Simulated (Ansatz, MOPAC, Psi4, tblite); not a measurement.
Interaction energy of H3N ··· H3Al (SMILES N and [AlH3]). Monomers: optimised at B3LYP-D3(BJ) (def2-TZVP), held rigid. Orientation: a higher rigid-body minimum at GFN2-xTB. Only R, the distance of the centres of mass, is varied, so the lowest point isn't the relaxed dimer.

Geometry at R = 2.49 Å (first 4 atoms: monomer A):
```
8

N      0.0008    -0.0014     0.2791
H     -0.7298    -0.5967    -0.0938
H     -0.1527     0.9309    -0.0880
H      0.8817    -0.3327    -0.0972
Al    -0.0078     0.0169    -2.2812
H     -1.4867     0.5733    -2.2726
H      1.2136     1.0195    -2.2784
H      0.2497    -1.5421    -2.2935
```

Methods: PBE/def2-TZVP, counterpoise-corrected (Psi4); PM7, restricted, heats of formation (MOPAC); MP2/aug-cc-pVTZ = MP2 on RHF/aug-cc-pVTZ, frozen core, counterpoise-corrected (Ansatz, a program for electronic structure); PBE0/def2-TZVP, counterpoise-corrected (Psi4); GFN2-xTB (tblite).

Interaction energies in kcal/mol (negative: bound); R is the distance of the centres of mass, d the H3···Al5 distance.

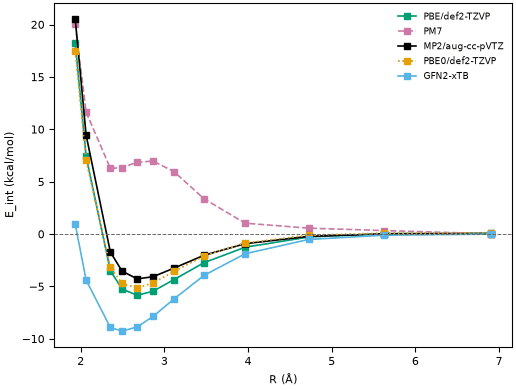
Interaction energy against separation.

```tsv
R / Å	d / Å	PBE/def2-TZVP	PM7	MP2/aug-cc-pVTZ	PBE0/def2-TZVP	GFN2-xTB
1.93	1.88	18.24	20.01	20.54	17.44	0.95
2.06	1.99	7.41	11.64	9.45	7.02	-4.39
2.35	2.25	-3.51	6.27	-1.72	-3.19	-8.92
2.49	2.38	-5.25	6.34	-3.54	-4.71	-9.27
2.67	2.55	-5.85	6.86	-4.28	-5.14	-8.87
2.86	2.72	-5.46	6.96	-4.07	-4.67	-7.86
3.11	2.96	-4.35	5.96	-3.25	-3.57	-6.20
3.47	3.30	-2.73	3.36	-2.02	-2.09	-3.94
3.96	3.78	-1.26	1.04	-0.92	-0.85	-1.88
4.72	4.52	-0.28	0.56	-0.22	-0.11	-0.52
5.62	5.40	0.04	0.33	0.00	0.09	-0.11
6.90	6.66	0.08	0.03	0.04	0.09	-0.01
```

Lowest grid point: PBE/def2-TZVP -5.85 kcal/mol at R = 2.67 Å; PM7 0.03 kcal/mol at R = 6.90 Å; MP2/aug-cc-pVTZ -4.28 kcal/mol at R = 2.67 Å; PBE0/def2-TZVP -5.14 kcal/mol at R = 2.67 Å; GFN2-xTB -9.27 kcal/mol at R = 2.49 Å.
